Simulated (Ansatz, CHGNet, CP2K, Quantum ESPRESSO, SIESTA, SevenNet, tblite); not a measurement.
## CP2K runs on P2_1/m (COD entry) CsBC2F8, displaced supercell (96 atoms)

How do the settings of CP2K change the result for P2_1/m (COD entry) CsBC2F8, displaced supercell (96 atoms)? A plane-wave run serves as the yardstick.

Method: the method is named at each step, in CP2K 2026.2.

## (1) The starting structure

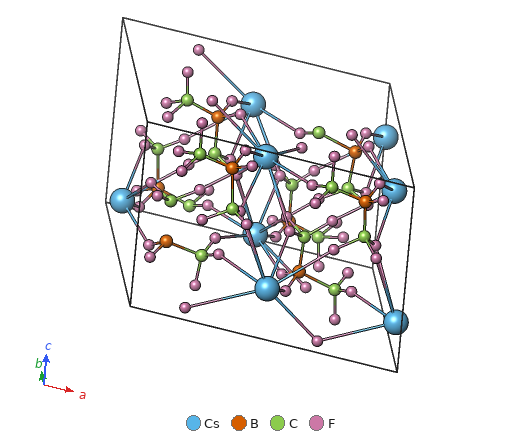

The starting structure, seen slightly off an axis (caesium blue, boron orange, carbon green, fluorine pink). Some periodic images of atoms are drawn too.

The cell holds 96 atoms: 8 Cs, 8 B, 16 C and 64 F. Cell: a = 11.916 Å, b = 15.256 Å, c = 8.300 Å, α = 90.0°, β = 100.5°, γ = 90.0°. It derives from CsBC2F8 (P2_1/m (measured, COD)), repeated 2×2×1. P2_1/m (COD entry) CsBC2F8 (cell 5.958, 7.628, 8.3, 90, 100.5, 90), 2 x 2 x 1 conventional cells; every coordinate displaced by a Gaussian of 0.05 Å. Then every atom was moved at random, 0.05 Å r.m.s. a Cartesian component.

The yardstick, on the same geometry:

* method: Kohn-Sham DFT, PBE, SSSP efficiency 1.3.0 pseudopotentials, plane waves (Quantum ESPRESSO 7.5); sssp-pbe-1.3.0-efficiency, cutoffs 60/480 Ry, Γ point
* r.m.s. force component: 2.664 eV/Å
* longest force: 18.5 eV/Å
* pressure: 6.575 GPa
* gap (highest filled to lowest empty level): 4.784 eV
* time: 7.4 min on 4 MPI ranks of Arm Neoverse V2, shared host
* CPU time: 29 min

## (2) PBE, DZVP-MOLOPT-SR, 600/50 Ry, diagonalisation

Method: Kohn-Sham DFT, PBE, GTH-PBE pseudopotentials, Gaussian and plane waves, DZVP-MOLOPT-SR-GTH, diagonalisation.

File input.inp:

```
&GLOBAL
  PROJECT cell
  RUN_TYPE ENERGY_FORCE
  PRINT_LEVEL LOW
&END GLOBAL
&FORCE_EVAL
  METHOD QS
  STRESS_TENSOR ANALYTICAL
  &DFT
    BASIS_SET_FILE_NAME BASIS_MOLOPT
    POTENTIAL_FILE_NAME GTH_POTENTIALS
    &MGRID
      CUTOFF 600
      REL_CUTOFF 50
      NGRIDS 5
    &END MGRID
    &QS
      EPS_DEFAULT 1.0E-12
    &END QS
    &SCF
      SCF_GUESS ATOMIC
      EPS_SCF 1.0E-06
      MAX_SCF 200
      ADDED_MOS 54
      &DIAGONALIZATION
        ALGORITHM STANDARD
      &END DIAGONALIZATION
      &SMEAR ON
        METHOD FERMI_DIRAC
        ELECTRONIC_TEMPERATURE [K] 580
      &END SMEAR
      &MIXING
        METHOD BROYDEN_MIXING
        ALPHA 0.15
        NBROYDEN 8
      &END MIXING
      &PRINT
        &RESTART OFF
        &END RESTART
      &END PRINT
    &END SCF
    &XC
      &XC_FUNCTIONAL PBE
      &END XC_FUNCTIONAL
    &END XC
    &PRINT
      &MULLIKEN ON
      &END MULLIKEN
      &HIRSHFELD ON
        SHAPE_FUNCTION DENSITY
      &END HIRSHFELD
      &MO ON
        EIGENVALUES T
        OCCUPATION_NUMBERS T
        MO_INDEX_RANGE 293 316
        &EACH
          QS_SCF 0
        &END EACH
        ADD_LAST NUMERIC
      &END MO
    &END PRINT
  &END DFT
  &SUBSYS
    &CELL
      A 11.91600 0.00000 0.00000
      B 0.00000 15.25600 0.00000
      C -1.51250 0.00000 8.16072
    &END CELL
    &TOPOLOGY
      COORD_FILE_NAME structure.xyz
      COORD_FILE_FORMAT XYZ
    &END TOPOLOGY
    &KIND Cs
      BASIS_SET DZVP-MOLOPT-SR-GTH-q9
      POTENTIAL GTH-PBE-q9
    &END KIND
    &KIND B
      BASIS_SET DZVP-MOLOPT-SR-GTH-q3
      POTENTIAL GTH-PBE-q3
    &END KIND
    &KIND C
      BASIS_SET DZVP-MOLOPT-SR-GTH-q4
      POTENTIAL GTH-PBE-q4
    &END KIND
    &KIND F
      BASIS_SET DZVP-MOLOPT-SR-GTH-q7
      POTENTIAL GTH-PBE-q7
    &END KIND
  &END SUBSYS
  &PRINT
    &FORCES ON
    &END FORCES
    &STRESS_TENSOR ON
    &END STRESS_TENSOR
  &END PRINT
&END FORCE_EVAL
```

File structure.xyz:

```xyz
96

Cs 11.53839 1.84948 1.63492
Cs 4.70598 5.73824 6.32129
B 2.88138 1.97703 6.51944
B 1.57111 5.70422 1.61191
C 3.36193 1.83606 4.79720
C 1.26695 5.68927 3.41567
C 1.35344 1.91387 6.79502
C 3.22951 5.80842 1.34995
F 0.60569 3.06386 6.36756
F 3.74863 6.88412 1.94951
F 3.76912 4.75728 1.87558
F 0.63108 0.80811 6.17465
F 2.58453 1.91219 0.00155
F 1.80032 5.77150 8.15917
F 2.23780 1.94026 3.97411
F 2.34354 5.69751 4.19820
F 3.87514 3.00848 4.44041
F 0.38359 6.74300 3.68905
F 0.49847 4.67657 3.77711
F 3.98734 0.87966 4.54609
F 3.38880 3.12977 7.10431
F 1.05483 6.80555 0.96166
F 0.91189 4.58733 1.07134
F 3.51213 0.83038 7.13582
Cs -0.19018 9.44590 1.85934
Cs 4.68678 13.37631 6.32138
B 2.80570 9.56429 6.46101
B 1.71111 13.27104 1.72705
C 3.09935 9.52173 4.86379
C 1.23834 13.31635 3.39323
C 1.32052 9.57741 6.86268
C 3.25104 13.34244 1.27430
F 0.63585 10.56188 6.24344
F 4.01656 14.47154 1.84440
F 3.82787 12.14164 1.81837
F 0.55405 8.50171 6.22377
F 1.01003 9.62120 8.06410
F 1.75108 13.32779 8.11045
F 2.17213 9.68603 4.06543
F 2.23851 13.34488 4.09562
F 3.97391 10.59331 4.46685
F 0.47167 14.38244 3.70758
F 0.49832 12.29634 3.70333
F 4.12657 8.55221 4.43976
F 3.35387 10.64259 7.00671
F 1.04132 14.45430 1.05453
F 0.99897 12.21121 0.99626
F 3.53130 8.37982 7.14879
Cs 5.75775 1.79090 1.73301
Cs 10.47665 5.76631 6.20500
B 8.83757 2.00189 6.48165
B 7.48344 5.81604 1.68731
C 9.21484 2.02706 4.95462
C 7.26251 5.69979 3.28053
C 7.24843 1.93004 6.76785
C 9.18271 5.78736 1.30066
[... 36 atom lines left out ...]
F 9.32924 10.70102 7.02483
F 7.06968 14.55072 1.17767
F 7.06400 12.32075 1.13695
F 9.25593 8.35434 7.13622
```

Command:

```
$ OMP_NUM_THREADS=1 mpirun -np 4 cp2k.psmp -i input.inp > output.txt
```

Numbers of over 12 decimals in the logs are rounded to 6 here.

What it wrote:

```text
CP2K| version string:                                       CP2K version 2026.2
 CP2K| Input file name                                                 input.inp
 GLOBAL| Basis set file name                                        BASIS_MOLOPT
 GLOBAL| Potential file name                                      GTH_POTENTIALS
 GLOBAL| Run type                                                   ENERGY_FORCE
 GLOBAL| Total number of message passing processes                             4
 GLOBAL| Number of threads for this process                                    1
 TOTAL NUMBERS AND MAXIMUM NUMBERS
  Total number of            - Atomic kinds:                                   4
                             - Atoms:                                         96
                             - Shell sets:                                    96
                             - Shells:                                       488
                             - Primitive Cartesian functions:                480
                             - Cartesian basis functions:                   1352
                             - Spherical basis functions:                   1256
  Maximum angular momentum of- Orbital basis functions:                        2
                             - Local part of the GTH pseudopotential:          2
                             - Non-local part of the GTH pseudopotential:      3
 SCF PARAMETERS         Density guess:                                    ATOMIC
                        max_scf:                                             200
                        eps_scf:                                        1.00E-06
                        added MOs                                        54    0
                        Mixing method:                            BROYDEN_MIXING
                                                charge density mixing in g-space
                        Smear method:                                FERMI_DIRAC
                        Electronic temperature [K]:                        580.0
                        Electronic temperature [a.u.]:                  1.84E-03
                        Accuracy threshold:                             1.00E-10
 Extrapolation method: initial_guess
 Number of electrons:                                                        608
 Number of occupied orbitals:                                                304
 Number of molecular orbitals:                                               358
 Number of orbital functions:                                               1256
 Number of independent orbital functions:                                   1256
 SCF WAVEFUNCTION OPTIMIZATION
  Step     Update method      Time    Convergence         Total energy    Change
     1 NoMix/Diag. 0.15E+00    2.8     1.31421674     -1830.2180462642 -1.83E+03
     2 Broy./Diag. 0.15E+00    4.3     0.07242720     -1751.2209981417  7.90E+01
     3 Broy./Diag. 0.15E+00    4.4     0.15312284     -1794.5957813936 -4.34E+01
     4 Broy./Diag. 0.15E+00    4.4     0.02467174     -1829.9134207251 -3.53E+01
[...]
25 Broy./Diag. 0.15E+00    4.4     0.00000134     -1827.7255653820  3.66E-05
    26 Broy./Diag. 0.15E+00    4.4     0.00000072     -1827.7255856610 -2.03E-05
  *** SCF run converged in    26 steps ***
  Electronic density on regular grids:       -607.9999999983        0.0000000017
  Core density on regular grids:              607.9999999997       -0.0000000003
  Total charge density on r-space grids:        0.0000000014
  Total charge density g-space grids:           0.0000000014
  Overlap energy of the core charge distribution:               1.5315e-05
  Self energy of the core charge distribution:              -4716.345083
  Core Hamiltonian energy:                                   1314.145851
  Hartree energy:                                            1936.798345
  Exchange-correlation energy:                               -362.324714
  Electronic entropic energy:                                  -0.000000
  Fermi energy:                                                 0.164334
  Total energy:                                             -1827.725586
  Total energy (extrapolated to T->0):                      -1827.725586
 MO| EIGENVALUES AND OCCUPATION NUMBERS
 MO|
 MO|  Index      Eigenvalue [a.u.]        Eigenvalue [eV]             Occupation
 MO|    293              -0.048773              -1.327179               2.000000
 MO|    294              -0.047466              -1.291617               2.000000
 MO|    295              -0.040672              -1.106749               2.000000
[...]
MO|    315               0.267203               7.270958               0.000000
 MO|    316               0.271357               7.383996               0.000000
 MO| Sum:                                                             608.000000
 MO| E(Fermi):            0.164334 a.u.          4.471767 eV
 MO| Band gap:            0.174660 a.u.          4.752748 eV
 !-----------------------------------------------------------------------------!
                     Mulliken Population Analysis
 #  Atom  Element  Kind  Atomic population                           Net charge
       1     Cs       1          8.140407                              0.859593
       2     Cs       1          8.150868                              0.849132
       3     B        2          2.885334                              0.114666
[...]
95     F        4          7.162534                             -0.162534
      96     F        4          7.343251                             -0.343251
 # Total charge                            608.000000                 -0.000000
 !-----------------------------------------------------------------------------!
 !-----------------------------------------------------------------------------!
                           Hirshfeld Charges
  #Atom  Element  Kind  Ref Charge     Population                    Net charge
      1       Cs     1       9.000          8.679                         0.321
      2       Cs     1       9.000          8.688                         0.312
      3       B      2       3.000          2.912                         0.088
[...]
95       F      4       7.000          7.133                        -0.133
     96       F      4       7.000          7.189                        -0.189
  Total Charge                                                           -0.000
 !-----------------------------------------------------------------------------!
 ENERGY| Total FORCE_EVAL ( QS ) energy [hartree]          -1827.725591
 FORCES| Atomic forces [hartree/bohr]
 FORCES|   Atom     x               y               z               |f|
 FORCES|      1  3.92778491E-03 -1.15629245E-03  7.96043167E-03   8.95170257E-03
 FORCES|      2  7.80572717E-04  2.64749957E-03  1.07319059E-04   2.76225725E-03
 FORCES|      3  3.66611032E-02 -2.25036789E-02 -4.51750493E-02   6.23797814E-02
[...]
FORCES|     95 -7.72768703E-02 -1.21469113E-01 -7.24961780E-02   1.61189813E-01
 FORCES|     96  2.33850409E-02  1.28527439E-02 -1.68660118E-02   3.15676341E-02
 FORCES| Sum    -3.06020749E-03  4.67366244E-03  9.31987282E-03
 FORCES| Total atomic force                                       1.08659109E-02
 STRESS| Analytical stress tensor [bar]
 STRESS|                        x                   y                   z
 STRESS|      x        7.17230818016E+04  -1.18487159526E+03   1.92706618073E+04
 STRESS|      y       -1.18487159526E+03   8.64392730224E+04   1.92987461995E+03
 STRESS|      z        1.92706618073E+04   1.92987461995E+03   5.32885165745E+04
 STRESS| 1/3 Trace                                             7.04836237995E+04
```

Wall time 2.1 min (4 MPI ranks of Arm Neoverse V2, shared host); peak memory 5.7 GiB; 8.4 min of CPU time.

Banners, paths, timers and routine set-up lines are dropped from the logs unmarked, and long logs keep their key lines alone; longer cuts are marked.

Against the reference:

```yaml
r_m_s_force_component: 2.755 eV/Å
r_m_s_difference_of_force_components: 177.1 meV/Å
longest_difference_of_force_vectors: 655 meV/Å
force_difference_over_r_m_s_force: 6.648 %
slope_of_forces_against_the_reference_s: 1.032
correlation_of_force_components: 0.9984
spacing_of_highest_filled_and_lowest_empty_level: 4.753 eV
gap_difference: -0.0312 eV
pressure: 7.048 GPa
pressure_difference: 0.4737 GPa
```

Length of the force difference by element (eV/Å):

| element | atoms | mean | most |
| --- | --- | --- | --- |
| B | 8 | 0.43 | 0.57 |
| C | 16 | 0.23 | 0.36 |
| Cs | 8 | 0.034 | 0.058 |
| F | 64 | 0.29 | 0.66 |

Levels nearest the highest filled one (eV from it): -2.61, -2.57, -2.39, -1.97, -1.81, -1.71, -1.69, -1.31, -0.80, -0.48, -0.35, 0.00, 4.75, 4.96, 5.13, 5.18, 5.42, 5.56, 5.68, 5.80, 5.86, 5.95, 5.99, 6.11.

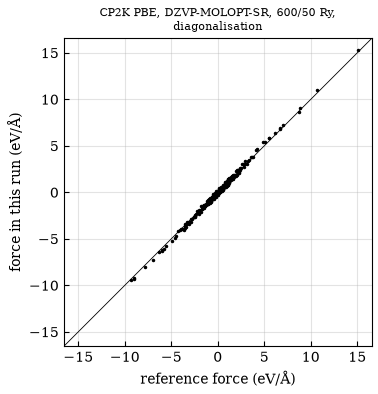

Force components against those of the reference; the line marks equality.

A closer look about F20, whose charge lies farthest from its element's mean: 9 atoms, nearest first, numbered in the order of the input, with positions taken from that point.

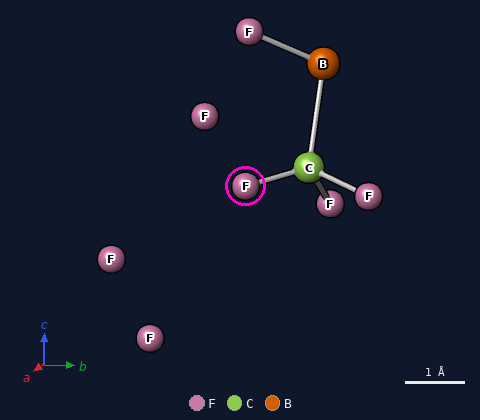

The atoms of the table, within 3.2 Å (arrows a, b, c point along x, y, z); some may hide others; the central atom is ringed.

```
atom      x      y      z  distance (Å)  bonds  Hirshfeld charge (e)     Fx     Fy  Fz (eV/Å)
 F20   0.00   0.00   0.00          0.00      3                  0.02   6.88  -9.27      -3.20
  C5  -0.63   0.96   0.25          1.17      4                  0.17  -9.24   9.05       6.34
 F15  -1.75   1.06  -0.57          2.12      2                 -0.13  -1.64  -1.32      -0.86
 F17  -0.11   2.13  -0.11          2.13      3                 -0.08   3.49   2.20      -0.74
  B3  -1.11   1.10   1.97          2.51      4                  0.09   1.89  -1.16      -2.32
 F24  -0.48  -0.05   2.59          2.63      3                 -0.19  -0.05  -0.55       0.03
 F60   2.60  -0.08   1.67          3.09      2                 -0.10   0.59   0.52       0.24
 F90   2.49  -1.75  -0.90          3.17      3                 -0.11  -3.19   3.04      -0.96
 F34   0.03  -1.66  -2.70          3.17      2                 -0.10  -0.79  -2.15      -1.67
```

Forces lie 6.6 % from the reference's, at 0.29 times its CPU time.

The forces add up to 0.56 eV/Å instead of zero, usually a sign of too coarse a grid.

[end of part 1 of 2]

[Also dropped from logs without a mark: logging warnings of Python, and SIESTA's first energy breakdown and zero terms.]

[Logs are printed without paths, hosts, clocks, repeated set-up lines and the standing remarks that a program may print on its own settings, such as how far it seeks lower states.]

[Hosts, paths, dates, database ids (printed as entryN), source tags and the programs' standing remarks are cut or masked in the printed files.]
